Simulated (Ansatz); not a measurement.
```csv
atom,x (Å),y (Å),z (Å)
F,-0.0030,-0.2105,1.6609
F,-1.5342,-1.8868,-0.7368
In,-0.8414,-0.1397,-0.1325
N,-0.8542,2.0569,-1.2255
O,-0.3629,2.8924,-0.6019
```

Geometry: B3LYP-D3(BJ)/def2-SVP; core potentials replace the inner electrons of In.

All numbers below come from isolated molecule in a Gaussian basis; Kohn-Sham density functional theory, functional PBE0 (Ansatz).

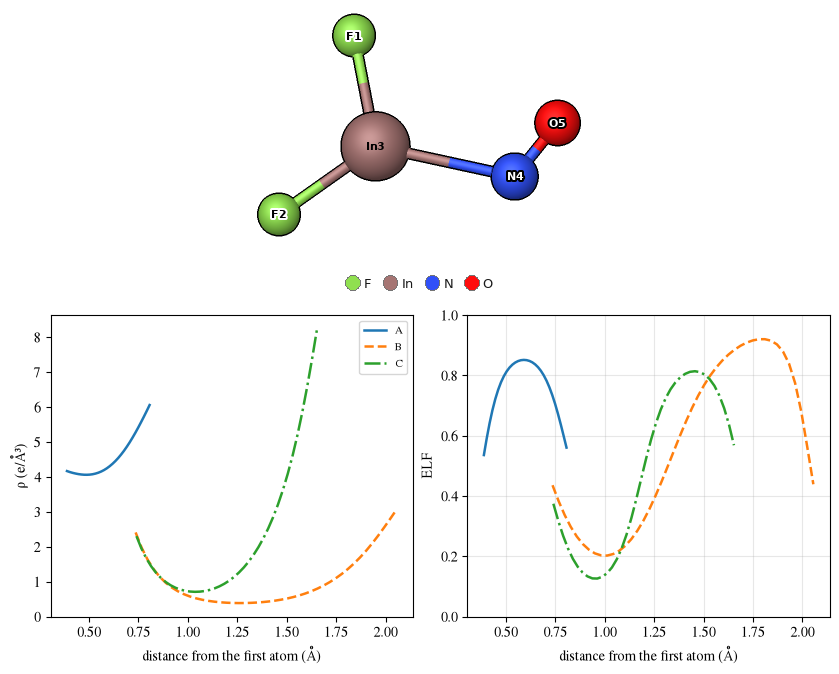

F2InNO. Electron density and ELF along straight lines between neighbouring atoms. The curves leave out the atomic cores. The structure is drawn too.

Which curve belongs to which contact (In–F, In–N and N–O)? The first atom named is at distance zero.

Curve A: N–O (1.15 Å): ρ at the midpoint is about 4.2 e/Å³; the ELF peaks at about 0.85 between the atoms; a multiple bond. Curve B: In–N (2.45 Å): ρ is about 0.39 e/Å³ halfway; the ELF peaks at about 0.90 in the valence shell of N, 0.6 Å from its nucleus, and drops to about 0.20 between the two atoms. Curve C: In–F (1.97 Å): ρ at the midpoint is about 0.74 e/Å³; the ELF peaks at about 0.80 in the valence shell of F, 0.5 Å from its nucleus, and drops to about 0.15 between the two atoms.
